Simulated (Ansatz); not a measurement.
# CH3Cl3Si: molecular dynamics

Aim: follow the molecule's vibrations and see whether its bonds hold. The start is relaxed first. Runs: 150 steps of 0.25 fs under a Langevin thermostat at 300 K; 40 steps of 3 fs at constant energy, with velocities drawn for 300 K. SMILES of the start: C[Si](Cl)(Cl)Cl.

All numbers below are computed with Ansatz 0.2.0 (RKS PBE0-D4/6-31G).

1 further run of the same task is left out (it didn't finish).

## Step 1: The starting structure

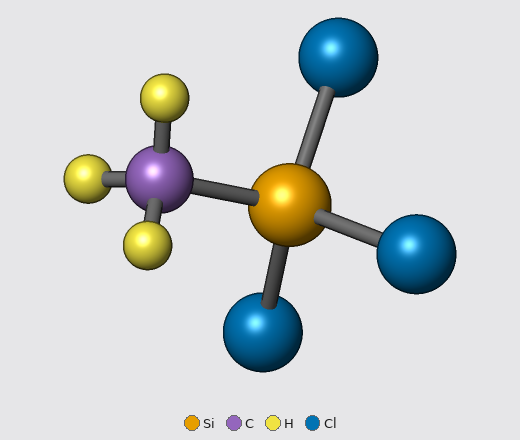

Start, viewed from a chosen angle; silicon amber, carbon purple, hydrogen yellow, chlorine blue.

Coordinates:

```xyz
8

Si    0.0000    0.0000    0.0000
C     0.0000    0.0000    1.8700
H    -0.9996   -0.3092    2.2405
H     0.7676   -0.7111    2.2405
H     0.2320    1.0203    2.2405
Cl    2.0086    0.0000   -0.7093
Cl   -1.0032    1.7381   -0.7093
Cl   -1.0032   -1.7381   -0.7093
```

## Step 2: Relaxing the start

input.yaml reads:

```yaml
crystal:
  periodic: [false, false, false]
  atoms:
    - { symbol: Si, position_ang: [0.0, 0.0, 0.0] }
    - { symbol: C, position_ang: [0.0, 0.0, 1.87] }
    - { symbol: H, position_ang: [-0.9996, -0.3092, 2.2405] }
    - { symbol: H, position_ang: [0.7676, -0.7111, 2.2405] }
    - { symbol: H, position_ang: [0.232, 1.0203, 2.2405] }
    - { symbol: Cl, position_ang: [2.0086, 0.0, -0.7093] }
    - { symbol: Cl, position_ang: [-1.0032, 1.7381, -0.7093] }
    - { symbol: Cl, position_ang: [-1.0032, -1.7381, -0.7093] }
basis:
  gaussian: { orbitals: "6-31G" }
hamiltonian:
  xc: pbe0
  dispersion: d4
relax:
  f_tol: 0.02
  max_steps: 40
```

Run with:

```console
ansatz run input.yaml --threads 1 --pin off --max-ram 2048MiB --backend cpu --events-out ev --progress --plain --runs-dir out
```

Output, cut to the lines that bear on the results:

```text
Warning: RAYON_NUM_THREADS=1 ignored (pool sized by the plan → 1); use --threads N
[...]
Functional definition: PBE0
[...]
838 factors; integrals over basis functions are off by at most 1.7e-4 eV
[...]
mean field -46514.08979562 eV, -1709.3612716064 hartree, gradient 1.6e-5 eV, S^2 0.000000; 0 other end points of the search recorded, 0 dependent functions left out
[...]
reference -46514.08981911 eV, -1709.3612724698 hartree; 37, 37 occupied and 30, 30 virtual orbitals, 838 factors
relax step   1: F+E_penalty+E_count = -46514.32842850 eV  Δ(F+E_penalty+E_count) = +0.000e0 eV  max|allowed force component| = 5.610e-1 eV/Å  Δτ_max = 0.0000 Å  (21 SCF iters, accepted)
[...]
relax step   6: F+E_penalty+E_count = -46514.38090793 eV  Δ(F+E_penalty+E_count) = -4.488e-4 eV  max|allowed force component| = 2.660e-2 eV/Å  Δτ_max = 0.0056 Å  (20 SCF iters, accepted)
[...]
relax step   7: F+E_penalty+E_count = -46514.38100838 eV  Δ(F+E_penalty+E_count) = -1.004e-4 eV  max|allowed force component| = 1.253e-2 eV/Å  Δτ_max = 0.0053 Å  (19 SCF iters, accepted)
838 factors; integrals over basis functions are off by at most 1.6e-4 eV
[...]
mean field -46514.14413583 eV, -1709.3632685725 hartree, gradient 1.2e-5 eV, S^2 0.000000; 1 other end points of the search recorded, 0 dependent functions left out
[...]
reference -46514.14415926 eV, -1709.3632694334 hartree; 37, 37 occupied and 30, 30 virtual orbitals, 838 factors
Total energy: -46514.38103180 eV, -1709.3719743389 hartree
Atom 0 at     0.000403    -0.000001     0.019243 Å, force    -0.000024     0.000041    -0.010798 eV/Å
Atom 1 at     0.000076    -0.000011     1.893665 Å, force     0.000246    -0.000015     0.012530 eV/Å
Atom 2 at    -1.027026    -0.067485     2.262584 Å, force     0.000605     0.000517    -0.001191 eV/Å
Atom 3 at     0.571975    -0.855729     2.262812 Å, force    -0.000696     0.000252    -0.000957 eV/Å
Atom 4 at     0.455114     0.923170     2.262807 Å, force     0.000198    -0.000745    -0.000970 eV/Å
Atom 5 at     2.011294     0.122347    -0.745675 Å, force    -0.000957     0.000118     0.000702 eV/Å
Atom 6 at    -1.110728     1.680367    -0.745943 Å, force     0.000118    -0.001131     0.000347 eV/Å
Atom 7 at    -0.898908    -1.802658    -0.745894 Å, force     0.000509     0.000963     0.000337 eV/Å
Dipole moment:    -0.000129    -0.000020     0.737845 e Å
```

It took 27 s on 1 thread of AMD EPYC 7B13 (Zen 3), shared host; peak memory 0.18 GiB.

Relaxation path:

| step | energy from step 1 (eV) | largest force component (eV/Å) |
| --- | --- | --- |
| 1 | 0.0000 | 0.5610 |
| 2 | -0.0428 | 0.2541 |
| 3 | -0.0478 | 0.0595 |
| 4 | -0.0511 | 0.0457 |
| 5 | -0.0520 | 0.0957 |
| 6 | -0.0525 | 0.0266 |
| 7 | -0.0526 | 0.0125 |

Step 1 is the start.

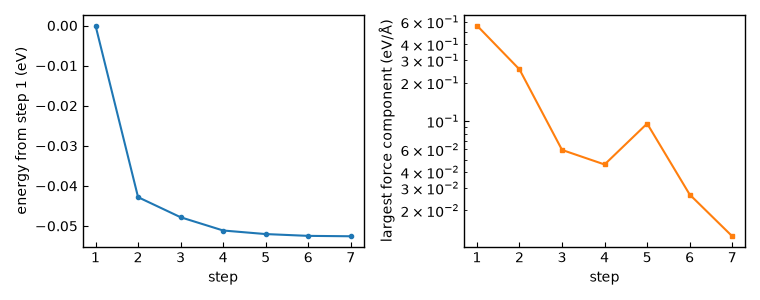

Energy and largest force along the relaxation.

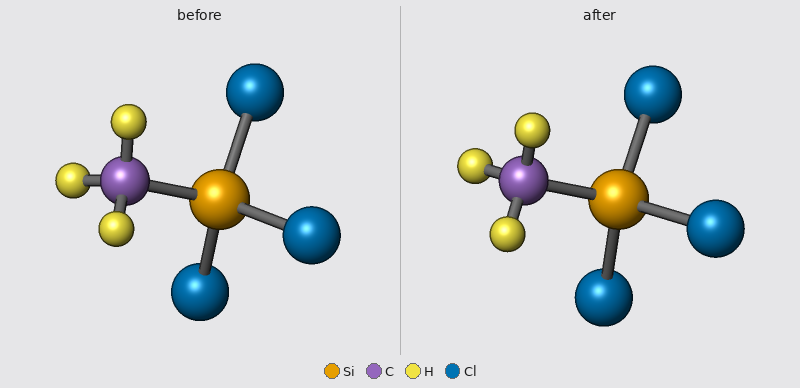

The structure before (left) and after (right), drawn at the same scale.

After: Bond lengths: Si1–C2 1.874 Å, C2–H3 1.093 Å, C2–H4 1.093 Å, C2–H5 1.093 Å, Si1–Cl6 2.155 Å, Si1–Cl7 2.155 Å, Si1–Cl8 2.155 Å. Angles: Si1–C2–H3 109.7°, Si1–C2–H4 109.7°, Si1–C2–H5 109.7°, H3–C2–H4 109.2°, H3–C2–H5 109.2°, H4–C2–H5 109.2°, C2–Si1–Cl6 110.8°, C2–Si1–Cl7 110.8°, C2–Si1–Cl8 110.8°, Cl6–Si1–Cl7 108.1°, Cl6–Si1–Cl8 108.1°, Cl7–Si1–Cl8 108.1°.

## Step 3: Run 1

150 steps of 0.25 fs under a Langevin thermostat at 300 K, from the relaxed start.

input.yaml reads:

```yaml
crystal:
  periodic: [false, false, false]
  atoms:
    - { symbol: Si, position_ang: [0.000403, -1.0e-06, 0.019243] }
    - { symbol: C, position_ang: [7.6e-05, -1.1e-05, 1.893665] }
    - { symbol: H, position_ang: [-1.027026, -0.067485, 2.262584] }
    - { symbol: H, position_ang: [0.571975, -0.855729, 2.262812] }
    - { symbol: H, position_ang: [0.455114, 0.92317, 2.262807] }
    - { symbol: Cl, position_ang: [2.011294, 0.122347, -0.745675] }
    - { symbol: Cl, position_ang: [-1.110728, 1.680367, -0.745943] }
    - { symbol: Cl, position_ang: [-0.898908, -1.802658, -0.745894] }
basis:
  gaussian: { orbitals: "6-31G" }
hamiltonian:
  xc: pbe0
  dispersion: d4
md:
  timestep: 0.25
  n_steps: 150
  ensemble: nvt_langevin
  temperature: 300.0
  initial_velocities: maxwell_boltzmann
  seed: 254508
  friction: 0.01
```

Run with:

```console
ansatz run input.yaml --threads 1 --pin off --max-ram 2048MiB --backend cpu --events-out ev --progress --plain --runs-dir out
```

Output, cut to the lines that bear on the results:

```text
Warning: RAYON_NUM_THREADS=1 ignored (pool sized by the plan → 1); use --threads N
[...]
[... 1 set-up line as earlier in the session ...]
[...]
840 factors; integrals over basis functions are off by at most 1.6e-4 eV
[...]
mean field -46514.14412308 eV, -1709.3632681039 hartree, gradient 1.6e-5 eV, S^2 0.000000; 0 other end points of the search recorded, 0 dependent functions left out
[...]
reference -46514.14414650 eV, -1709.3632689648 hartree; 37, 37 occupied and 30, 30 virtual orbitals, 840 factors
md step     0: t =     0.00 fs  T =   262.5 K  F+E_penalty+E_count = -46514.38099564 eV  E_kin = 0.271446 eV  (22 SCF iters)
[...]
md step    18: t =     4.50 fs  T =   214.8 K  F+E_penalty+E_count = -46514.31369646 eV  E_kin = 0.222105 eV  (21 SCF iters)
[...]
md step    36: t =     9.00 fs  T =   117.3 K  F+E_penalty+E_count = -46514.19646870 eV  E_kin = 0.121252 eV  (21 SCF iters)
[...]
md step    54: t =    13.50 fs  T =   158.6 K  F+E_penalty+E_count = -46514.23965719 eV  E_kin = 0.164004 eV  (17 SCF iters)
[...]
md step    72: t =    18.00 fs  T =   255.0 K  F+E_penalty+E_count = -46514.30576884 eV  E_kin = 0.263660 eV  (20 SCF iters)
md step    73: t =    18.25 fs  T =   255.9 K  F+E_penalty+E_count = -46514.29808185 eV  E_kin = 0.264602 eV  (21 SCF iters)
md step    74: t =    18.50 fs  T =   253.4 K  F+E_penalty+E_count = -46514.29036158 eV  E_kin = 0.262073 eV  (21 SCF iters)
```

## Step 4: More of the same log: dynamics from the start

The log, continued, cut to the lines that bear on the results:

```text
md step    75: t =    18.75 fs  T =   247.7 K  F+E_penalty+E_count = -46514.28329520 eV  E_kin = 0.256094 eV  (21 SCF iters)
[...]
md step    94: t =    23.50 fs  T =   187.6 K  F+E_penalty+E_count = -46514.19440041 eV  E_kin = 0.193961 eV  (20 SCF iters)
[...]
md step   113: t =    28.25 fs  T =   130.0 K  F+E_penalty+E_count = -46514.19027660 eV  E_kin = 0.134385 eV  (20 SCF iters)
[...]
md step   132: t =    33.00 fs  T =   279.0 K  F+E_penalty+E_count = -46514.29685742 eV  E_kin = 0.288506 eV  (26 SCF iters)
[...]
md step   149: t =    37.25 fs  T =   237.0 K  F+E_penalty+E_count = -46514.28386353 eV  E_kin = 0.245108 eV  (21 SCF iters)
[...]
md step   150: t =    37.50 fs  T =   247.9 K  F+E_penalty+E_count = -46514.28649053 eV  E_kin = 0.256362 eV  (23 SCF iters)
Total energy: -46514.28651402 eV, -1709.3685008745 hartree
Atom 0 at     0.009019    -0.073301     0.014227 Å, force    -0.621107    -0.411089    -0.596060 eV/Å
Atom 1 at     0.037151    -0.030842     1.847948 Å, force     0.132562    -0.009102     0.618707 eV/Å
Atom 2 at    -0.906227    -0.136626     2.367601 Å, force    -0.600435     0.268713    -0.278597 eV/Å
Atom 3 at     0.631753    -0.841084     2.244767 Å, force     0.613353    -0.284419    -0.016068 eV/Å
Atom 4 at     0.495466     0.919045     2.096797 Å, force     0.151122     0.286212     0.449547 eV/Å
Atom 5 at     2.027063     0.089135    -0.694896 Å, force     0.068834    -0.015267    -0.126001 eV/Å
Atom 6 at    -1.144994     1.583643    -0.755549 Å, force     0.087757    -0.110594    -0.027237 eV/Å
Atom 7 at    -0.882037    -1.931854    -0.680378 Å, force     0.167914     0.275545    -0.024291 eV/Å
Dipole moment:     0.038085     0.024930     0.711735 e Å
```

Wall time 8.1 min (1 thread of AMD EPYC 7B13 (Zen 3), shared host); peak memory 0.18 GiB.

## Step 5: The trajectory

The trajectory, every 8 steps (energies from step 0):

| time (fs) | T (K) | potential energy change (meV/atom) |
| --- | --- | --- |
| 0.0 | 262 | 0.0 |
| 2.0 | 219 | 5.3 |
| 4.0 | 205 | 7.6 |
| 6.0 | 152 | 15.1 |
| 8.0 | 128 | 24.1 |
| 10.0 | 147 | 19.5 |
| 12.0 | 167 | 17.1 |
| 14.0 | 183 | 16.2 |
| 16.0 | 238 | 6.6 |
| 18.0 | 255 | 9.4 |
| 20.0 | 234 | 13.6 |
| 22.0 | 245 | 15.1 |
| 24.0 | 150 | 25.6 |
| 26.0 | 136 | 24.9 |
| 28.0 | 131 | 23.8 |
| 30.0 | 143 | 23.2 |
| 32.0 | 215 | 14.5 |
| 34.0 | 298 | 10.8 |
| 36.0 | 243 | 13.8 |
| 37.5 | 248 | 11.8 |

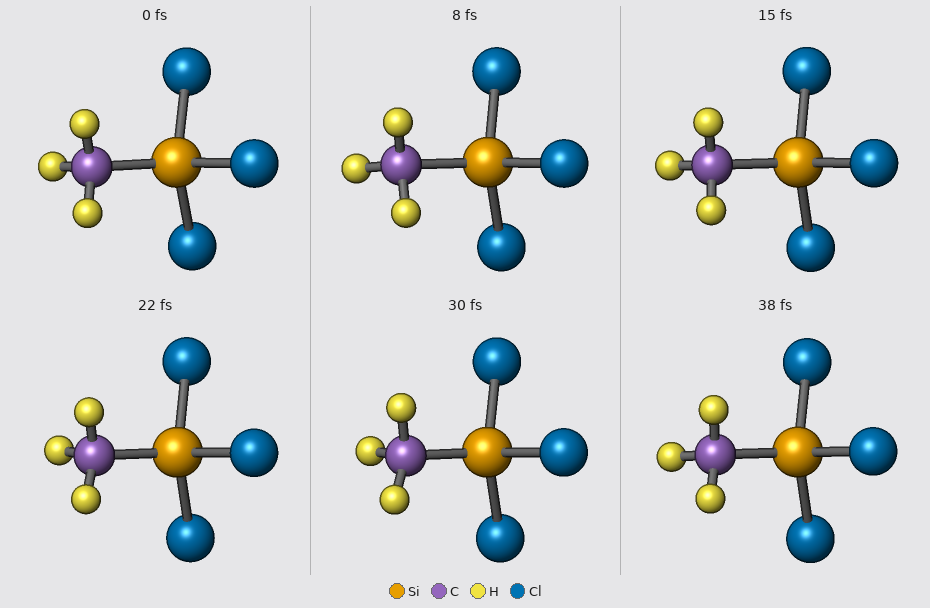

The system at six times, viewed from a chosen angle. Sticks join atoms within a bonding distance in each frame.

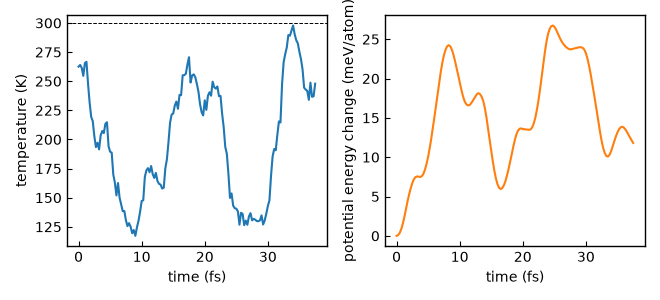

Time series of the run, each on its own scale. The dashed line is the set temperature.

## Step 6: Positions and forces

Positions (Å) and forces (eV/Å):

```xyz
8
time_fs=4.8 T=194 dE=0.0732
Si    0.001   -0.002   -0.004   -0.528    0.217    0.479
C    -0.028    0.026    1.891    1.289   -0.583   -0.595
H    -0.996   -0.098    2.358   -0.324    0.132   -0.119
H     0.617   -0.829    2.150   -0.210    0.068    0.304
H     0.500    0.921    2.227   -0.248    0.159    0.117
Cl    2.021    0.119   -0.739   -0.017   -0.006    0.024
Cl   -1.122    1.678   -0.749    0.011    0.021   -0.153
Cl   -0.894   -1.820   -0.734    0.028   -0.009   -0.058
8
time_fs=9.5 T=130 dE=0.1712
Si   -0.010   -0.014   -0.024   -0.550    0.429    0.839
C    -0.034    0.032    1.885    1.415   -0.737    0.058
H    -0.987   -0.093    2.442    0.433    0.190   -0.794
H     0.637   -0.848    2.105   -0.613    0.699    0.312
H     0.521    0.943    2.210   -0.520   -0.466   -0.101
Cl    2.028    0.116   -0.734   -0.163   -0.030    0.055
Cl   -1.131    1.672   -0.754    0.006    0.018   -0.228
Cl   -0.896   -1.837   -0.722   -0.007   -0.104   -0.142
8
time_fs=14.0 T=183 dE=0.1297
Si   -0.027   -0.025   -0.033    0.010    0.415    1.002
C    -0.020    0.021    1.881    0.434    0.096   -1.446
H    -0.954   -0.067    2.383   -1.140    0.022    0.019
H     0.573   -0.813    2.160    0.811   -0.965    0.529
H     0.475    0.920    2.190    0.335    0.678    0.233
Cl    2.036    0.112   -0.725   -0.395   -0.046    0.055
Cl   -1.141    1.667   -0.761    0.011   -0.029   -0.188
Cl   -0.901   -1.852   -0.713   -0.066   -0.172   -0.204
8
time_fs=18.8 T=248 dE=0.0977
Si   -0.043   -0.038   -0.026    0.917    0.241    0.620
C     0.010    0.000    1.867   -0.396    0.303    0.626
H    -1.052   -0.017    2.259    1.166   -0.143   -0.303
H     0.609   -0.859    2.270   -0.611    0.684   -0.360
H     0.481    0.964    2.199   -0.329   -0.794   -0.280
Cl    2.042    0.103   -0.718   -0.598   -0.047    0.018
Cl   -1.150    1.654   -0.759   -0.016   -0.052   -0.105
Cl   -0.901   -1.867   -0.704   -0.133   -0.193   -0.216
8
time_fs=23.5 T=188 dE=0.1866
Si   -0.048   -0.051   -0.015    1.591    0.005    0.133
C     0.043   -0.015    1.861   -1.190   -0.067   -1.065
H    -1.016    0.007    2.101   -0.232   -0.307    0.839
H     0.596   -0.804    2.331    0.064   -0.772    0.015
H     0.461    0.901    2.173    0.610    1.376    0.339
Cl    2.045    0.095   -0.712   -0.648   -0.045   -0.053
Cl   -1.155    1.633   -0.757   -0.046   -0.052   -0.031
Cl   -0.900   -1.885   -0.696   -0.148   -0.138   -0.178
8
time_fs=28.0 T=131 dE=0.1903
Si   -0.037   -0.062   -0.002    1.460   -0.145   -0.518
C     0.056   -0.033    1.845   -0.660    1.566    0.431
H    -1.023   -0.007    2.071    0.254   -0.259    0.821
H     0.598   -0.829    2.357   -0.177   -0.132   -0.318
H     0.473    0.961    2.161   -0.257   -0.839   -0.231
Cl    2.043    0.086   -0.708   -0.549   -0.035   -0.099
Cl   -1.155    1.619   -0.758    0.019   -0.137    0.046
Cl   -0.898   -1.901   -0.689   -0.090   -0.019   -0.133
8
time_fs=32.8 T=273 dE=0.0893
Si   -0.013   -0.069    0.008    0.509   -0.347   -0.799
C     0.054   -0.034    1.840   -0.848    0.134    0.890
H    -0.998   -0.079    2.185    0.407    0.081    0.141
H     0.607   -0.850    2.332   -0.014    0.287   -0.442
H     0.467    0.945    2.098    0.082   -0.085    0.358
Cl    2.035    0.084   -0.702   -0.257   -0.017   -0.126
Cl   -1.152    1.602   -0.759    0.093   -0.175    0.062
Cl   -0.892   -1.914   -0.685    0.028    0.121   -0.083
8
time_fs=37.5 T=248 dE=0.0945
Si    0.009   -0.073    0.014   -0.621   -0.411   -0.596
C     0.037   -0.031    1.848    0.133   -0.009    0.619
H    -0.906   -0.137    2.368   -0.600    0.269   -0.279
H     0.632   -0.841    2.245    0.613   -0.284   -0.016
H     0.495    0.919    2.097    0.151    0.286    0.450
Cl    2.027    0.089   -0.695    0.069   -0.015   -0.126
Cl   -1.145    1.584   -0.755    0.088   -0.111   -0.027
Cl   -0.882   -1.932   -0.680    0.168    0.276   -0.024
```

Reading of run 1. Against a set 300 K the second half averages 204 K with a spread of 56 K; 18 meV/atom has gone into potential energy, and a thermostat that acts over some 100 fs has not made it up in 38 fs. The bonds all hold.

## Step 7: Run 2

40 steps of 3 fs at constant energy, with velocities drawn for 300 K, starting from the last frame of an earlier run, with new velocities.

input.yaml reads:

```yaml
crystal:
  periodic: [false, false, false]
  atoms:
    - { symbol: Si, position_ang: [0.009019, -0.073301, 0.014227] }
    - { symbol: C, position_ang: [0.037151, -0.030842, 1.847948] }
    - { symbol: H, position_ang: [-0.906227, -0.136626, 2.367601] }
    - { symbol: H, position_ang: [0.631753, -0.841084, 2.244767] }
    - { symbol: H, position_ang: [0.495466, 0.919045, 2.096797] }
    - { symbol: Cl, position_ang: [2.027063, 0.089135, -0.694896] }
    - { symbol: Cl, position_ang: [-1.144994, 1.583643, -0.755549] }
    - { symbol: Cl, position_ang: [-0.882037, -1.931854, -0.680378] }
basis:
  gaussian: { orbitals: "6-31G" }
hamiltonian:
  xc: pbe0
  dispersion: d4
md:
  timestep: 3.0
  n_steps: 40
  ensemble: nve
  temperature: 300.0
  initial_velocities: maxwell_boltzmann
  seed: 821546
```

Run with:

```console
ansatz run input.yaml --threads 1 --pin off --max-ram 2048MiB --backend cpu --events-out ev --progress --plain --runs-dir out
```

Output, cut to the lines that bear on the results:

```text
Warning: RAYON_NUM_THREADS=1 ignored (pool sized by the plan → 1); use --threads N
[...]
[... 1 set-up line as earlier in the session ...]
[...]
840 factors; integrals over basis functions are off by at most 1.5e-4 eV
[...]
mean field -46514.04912858 eV, -1709.3597771205 hartree, gradient 1.2e-5 eV, S^2 0.000000; 0 other end points of the search recorded, 0 dependent functions left out
[...]
reference -46514.04915208 eV, -1709.3597779842 hartree; 37, 37 occupied and 30, 30 virtual orbitals, 840 factors
md step     0: t =     0.00 fs  T =   300.0 K  F+E_penalty+E_count = -46514.28648115 eV  E_kin = 0.232668 eV  conserved = -46514.05381315 eV  (22 SCF iters)
[...]
md step    10: t =    30.00 fs  T =   850.5 K  F+E_penalty+E_count = -46506.95447890 eV  E_kin = 0.659605 eV  conserved = -46506.29487382 eV  (30 SCF iters, 15 dispersion substeps)
[...]
md step    40: t =   120.00 fs  T = 7514319.1 K  F+E_penalty+E_count = -46494.77713579 eV  E_kin = 5827.805251 eV  conserved = -40666.97188523 eV  (446 SCF iters)
Total energy: -46494.77718856 eV, -1708.6515463876 hartree
Atom 0 at     0.044013    -0.203028     0.087489 Å, force    -0.032400    -1.256270    -2.921811 eV/Å
Atom 1 at    17.409752   -49.855904   -15.420388 Å, force    -0.000012     0.000026     0.000015 eV/Å
Atom 2 at  -210.457086   600.777717   212.168154 Å, force     0.000001    -0.000004    -0.000000 eV/Å
Atom 3 at     0.316066    -0.381546     1.436250 Å, force    -0.115477    -0.308536     2.351679 eV/Å
Atom 4 at     2.750335     4.312928     3.295675 Å, force    -0.002276    -0.003577    -0.001364 eV/Å
Atom 5 at     1.984133     0.054370    -0.746988 Å, force     0.544976     0.041109    -0.212163 eV/Å
Atom 6 at    -1.117242     1.388293    -0.574185 Å, force    -0.761504     1.116145     0.053257 eV/Å
Atom 7 at    -0.877368    -1.913690    -0.993572 Å, force     0.366693     0.411107     0.730388 eV/Å
Dipole moment:     4.608708   -13.545805    -4.140754 e Å
```

Run time: 10 min. Hardware: 1 thread of AMD EPYC 7B13 (Zen 3), shared host; peak memory 0.24 GiB.

## Step 8: Frames and traces

One step in 2; energies are changes from step 0:

| time (fs) | T (K) | potential energy change (meV/atom) | total energy change (meV/atom) |
| --- | --- | --- | --- |
| 0.0 | 300 | 0.0 | 0.00 |
| 6.0 | 294 | 48.1 | 47.51 |
| 12.0 | 1185 | 175.2 | 260.95 |
| 18.0 | 2798 | 725.2 | 967.40 |
| 24.0 | 1274 | 872.2 | 966.66 |
| 30.0 | 850 | 916.5 | 969.87 |
| 36.0 | 3456 | 1317.2 | 1623.14 |
| 42.0 | 312 | 1608.2 | 1609.30 |
| 48.0 | 1841 | 1466.4 | 1615.78 |
| 54.0 | 1764381 | 8230.6 | 179249.40 |
| 60.0 | 7511108 | 2914.3 | 731049.61 |
| 66.0 | 7512017 | 2815.9 | 731039.30 |
| 72.0 | 7510289 | 2876.9 | 730932.78 |
| 78.0 | 7511206 | 2732.0 | 730876.81 |
| 84.0 | 7511210 | 2731.3 | 730876.53 |
| 90.0 | 7513919 | 2442.0 | 730849.77 |
| 96.0 | 7513145 | 2642.4 | 730975.15 |
| 102.0 | 7510431 | 2908.4 | 730978.05 |
| 108.0 | 7510363 | 2914.7 | 730977.76 |
| 114.0 | 7512790 | 2681.4 | 730979.73 |
| 120.0 | 7514319 | 2438.7 | 730885.24 |

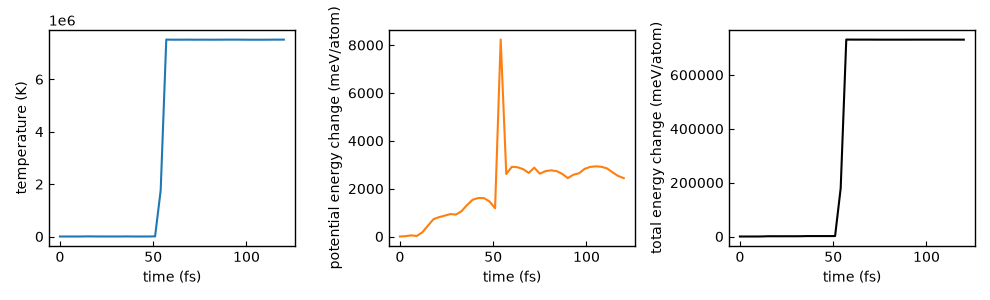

Time series of the run, each on its own scale.

Bonds that form or break, judged by distance (formed within 1.15 times the sum of covalent radii and held on average over 12 fs, broken when stretched by half; pairs already stretched at the start don't count as bonds):

| time (fs) | bond | event |
| --- | --- | --- |
| 15.0 | C2–H5 | breaks |
| 36.0 | C2–H3 | breaks |
| 57.0 | C2–H4 | breaks |
| 60.0 | Si1–C2 | breaks |
| 117.0 | Si1–H4 | forms |

On run 2: The run blows up, reaching 7515995 K, so it describes no real motion.

## Step 9: What came out

| quantity | value |
| --- | --- |
| relaxation of the start | 6 moves, 0.053 eV lower |
| run 1: length | 150 steps of 0.25 fs |
| run 1: temperature, first and last step | 262 and 248 K |
| run 1: temperature, second half | mean 204 K, from 126 to 298 K |
| run 1: potential energy, second half | +18 meV/atom from this run's first step |
| run 1: bonds formed or broken | 0 |
| run 2: length | 40 steps of 3 fs |
| run 2: temperature, first and last step | 300 and 7514319 K |
| run 2: temperature, second half | mean 7511942 K, from 7510179 to 7514319 K |
| run 2: potential energy, second half | +2732 meV/atom from this run's first step |
| run 2: largest change of the total energy | 731222.61 meV/atom |
| run 2: bonds formed or broken | 5 |

What this shows: Mean temperatures of the second halves: 204 K, none that means anything (unstable run). Bonds changed in run 2 (an artefact of the unstable or too long step). 120 fs on 8 atoms is far too short and small for converged averages. The nuclei move classically, without zero-point motion, which matters most for hydrogen. The basis is very small, so the numbers are rough.
